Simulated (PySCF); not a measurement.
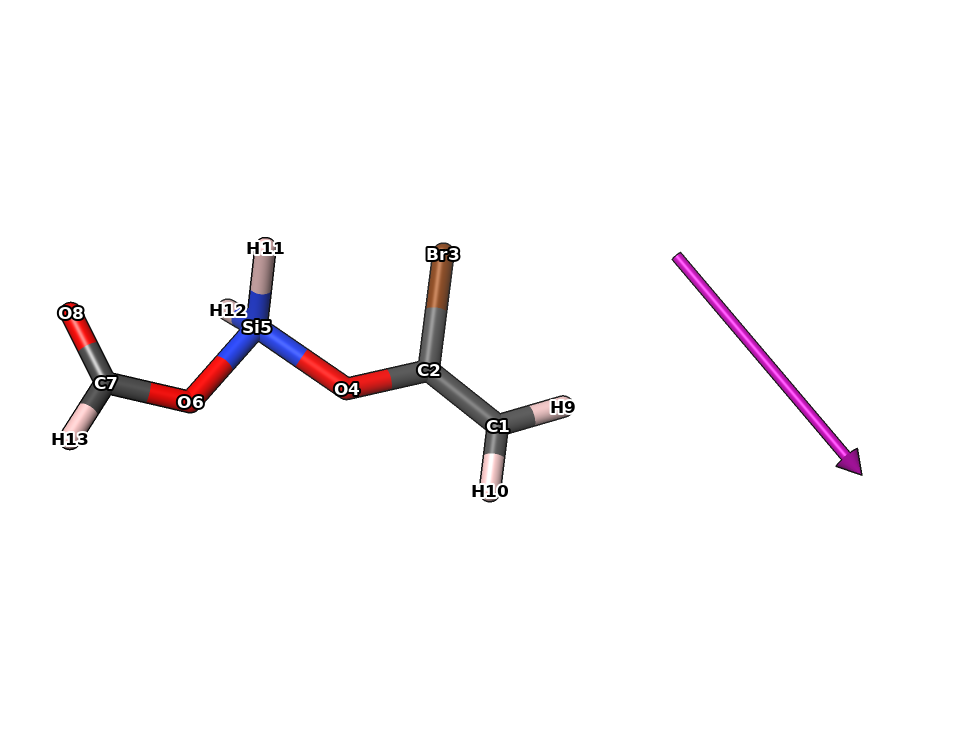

The arrow beside the molecule shows the direction of the dipole moment, from the negative to the positive end (its length means nothing). The computed structure is the end point of a GFN2-xTB optimisation. No frequency run is at hand to confirm it as a minimum. Level of theory: CAM-B3LYP/def2-SVPD, gas phase (PySCF 2.14.0).

How large is the dipole moment?

Answer. 1.77 D; it points from the side of O8 to the side of H10 (the outermost atoms at the two ends).

The geometry is semi-empirical. Around Br, Si such bond lengths and angles can be off by a tenth of an ångström or more and by several degrees, and values that hang on the shape move with them.
